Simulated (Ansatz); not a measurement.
# Cl5FMo (SMILES [F][Mo]([Cl])([Cl])([Cl])([Cl])[Cl]): what the fields show

Input

```
crystal:
  periodic: [false, false, false]
  atoms:
    - {symbol: F, position_ang: [-1.859069, 0.043858, -0.200364]}
    - {symbol: Mo, position_ang: [-0.024302, 0.000567, -0.002612]}
    - {symbol: Cl, position_ang: [2.222255, -0.052416, 0.239520]}
    - {symbol: Cl, position_ang: [-0.085054, -2.219231, -0.492151]}
    - {symbol: Cl, position_ang: [0.164553, 0.482069, -2.216963]}
    - {symbol: Cl, position_ang: [-0.084396, 2.223224, 0.473879]}
    - {symbol: Cl, position_ang: [-0.333987, -0.478091, 2.198711]}
basis:
  gaussian: {orbitals: def2-TZVPP}
hamiltonian: {xc: pbe0, dispersion: d4}
output: {orbitals: {seedname: orbitals}}
```

Launched as:

```sh
ansatz run in.yaml --threads 4 --pin off --events-out ev --progress --plain --max-ram 11315MiB
```

Geometry: PBE0-D4/def2-TZVP; core potentials replace the inner electrons of Mo.

Level of theory: Ansatz, RKS PBE0-D4/def2-TZVPP.

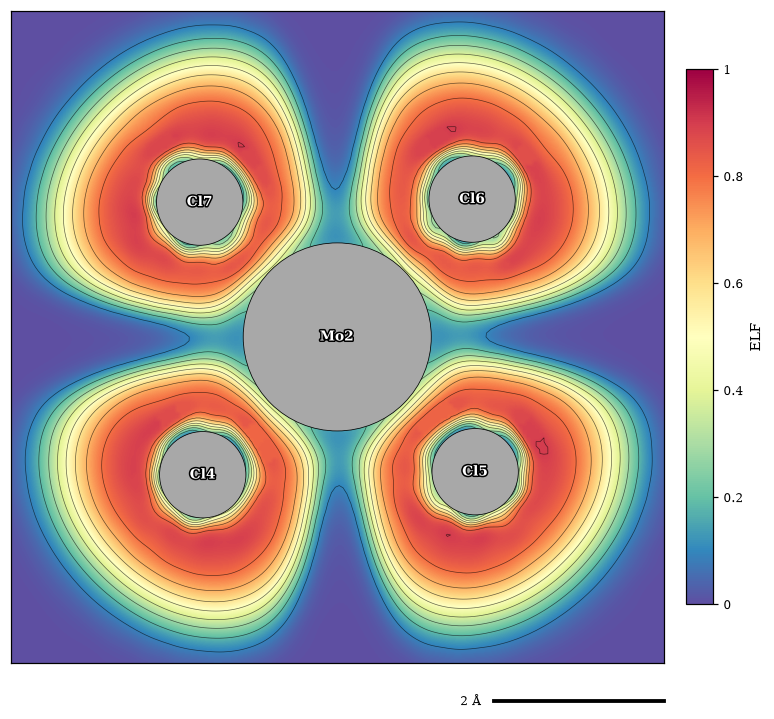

Figure 1. Electron localisation function on the plane of atoms Cl5, Mo2 and Cl6. Grey discs cover the atomic cores.

**What do the fields say about this system?**

The plane passes through Mo and Cl nuclei. Mo–Cl (2.27 Å): the ELF peaks at about 0.85 in the valence shell of Cl, 0.9 Å from its nucleus, and is about 0.40 at the midpoint.

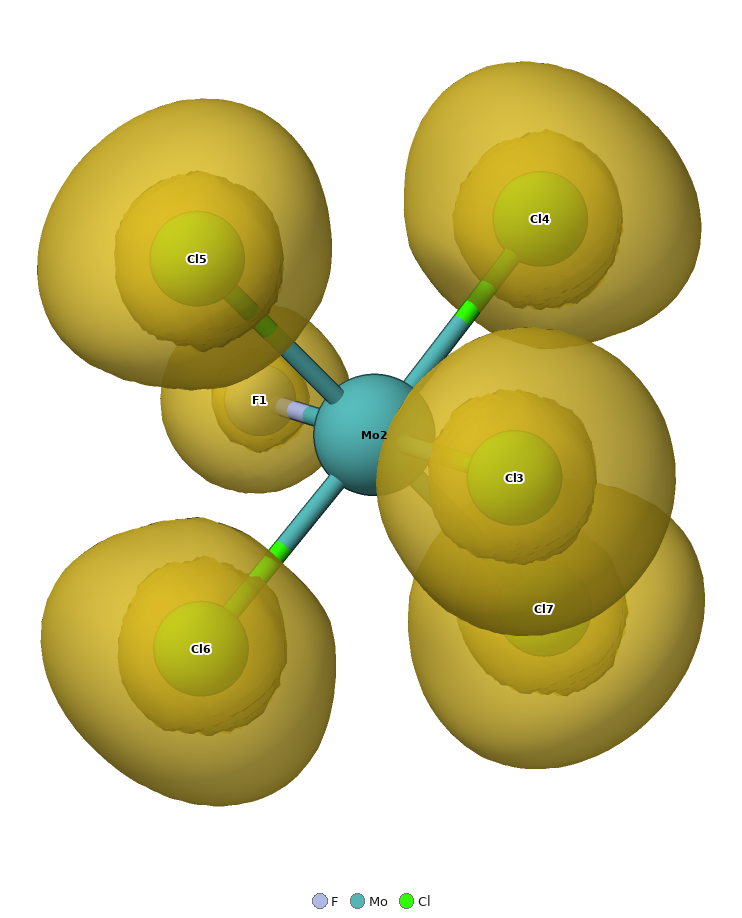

Figure 2. Isosurface of the ELF at 0.75 (yellow), seen at a tilt. Only the valence region is drawn (cores and ρ < 0.01 e/Å³ removed).

**What do the ELF domains correspond to?**

The ELF exceeds this value in five regions wrapped around Cl (the valence shell of each) and one region wrapped around F (its valence shell). Along the contacts the grid gives the following. Mo–F (1.85 Å): the ELF peaks at about 0.85 in the valence shell of F, 0.5 Å from its nucleus, and drops to about 0.25 between the two atoms. Mo–Cl (2.26 Å): the ELF peaks at about 0.85 in the valence shell of Cl, 0.8 Å from its nucleus, and is about 0.40 at the midpoint.

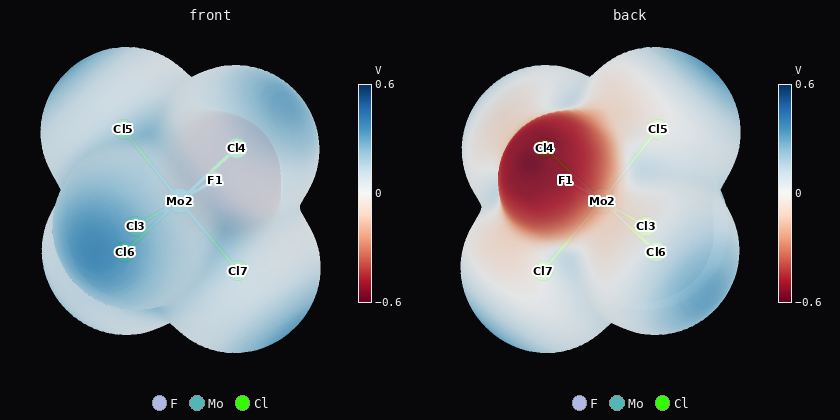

Figure 3. The electrostatic potential painted on the density surface at 0.001 e/bohr³, seen from the front and from behind; red is negative and blue positive.

**Describe the electrostatic potential map.**

The most negative region (about −0.6 V, or −14 kcal/mol for a unit charge) lies over F1, the most positive (about +0.4 V, or +9 kcal/mol for a unit charge) over Cl3.

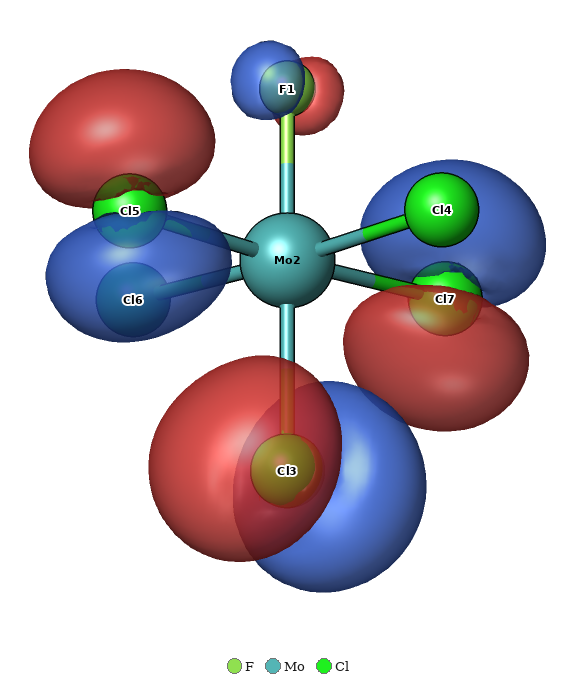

Figure 4. The HOMO−1 at ±0.1 Å⁻³ᐟ² (red and blue are the two phases), seen from one side.

**What is the character of this orbital?**

It lies mainly on Cl3 (about 45 %), Cl5 (about 25 %) and Cl7 (about 25 %); largely a combination of lone pairs on Cl3, Cl5 and Cl7. It is one of a degenerate set, so its orientation is arbitrary. Its energy is −9.49 eV.
